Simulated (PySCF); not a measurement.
```json
{"atom": "Si", "x (Å)": "2.5592", "y (Å)": "-0.4727", "z (Å)": "0.4918"}
{"atom": "O", "x (Å)": "1.1718", "y (Å)": "0.2296", "z (Å)": "0.0644"}
{"atom": "Si", "x (Å)": "-0.3762", "y (Å)": "0.0785", "z (Å)": "-0.4621"}
{"atom": "Si", "x (Å)": "-1.5458", "y (Å)": "1.6676", "z (Å)": "0.7610"}
{"atom": "As", "x (Å)": "-0.9870", "y (Å)": "-2.1748", "z (Å)": "-0.2845"}
{"atom": "H", "x (Å)": "3.0595", "y (Å)": "0.3638", "z (Å)": "1.5784"}
{"atom": "H", "x (Å)": "3.4204", "y (Å)": "-0.4757", "z (Å)": "-0.6887"}
{"atom": "H", "x (Å)": "2.2651", "y (Å)": "-1.8423", "z (Å)": "0.9348"}
{"atom": "H", "x (Å)": "-0.2669", "y (Å)": "0.4017", "z (Å)": "-1.9037"}
{"atom": "H", "x (Å)": "-1.3569", "y (Å)": "1.5398", "z (Å)": "2.2136"}
{"atom": "H", "x (Å)": "-1.2350", "y (Å)": "3.0631", "z (Å)": "0.4338"}
{"atom": "H", "x (Å)": "-2.9885", "y (Å)": "1.5032", "z (Å)": "0.5288"}
{"atom": "H", "x (Å)": "-2.4233", "y (Å)": "-1.8479", "z (Å)": "-0.5922"}
{"atom": "H", "x (Å)": "-1.2971", "y (Å)": "-2.0343", "z (Å)": "1.1824"}
```

Geometry: GFN2-xTB.

Level of theory: PBE0/def2-SVPD, SCF density, gas phase (PySCF 2.14.0).

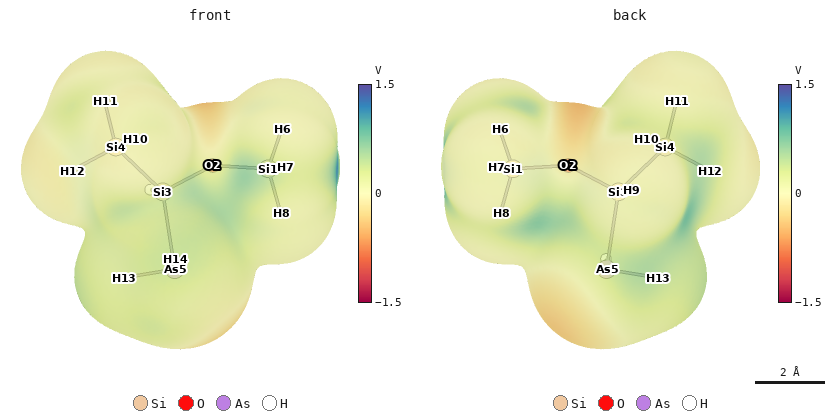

AsH₉OSi₃. The electrostatic potential painted on the density surface at 0.001 e/bohr³, seen from the front and from behind; red is negative and blue positive.

**Where is the surface potential most negative and most positive?**

The most negative region (about −0.4 V) lies over O2 and As5, the most positive (about +1.0 V) over Si1.
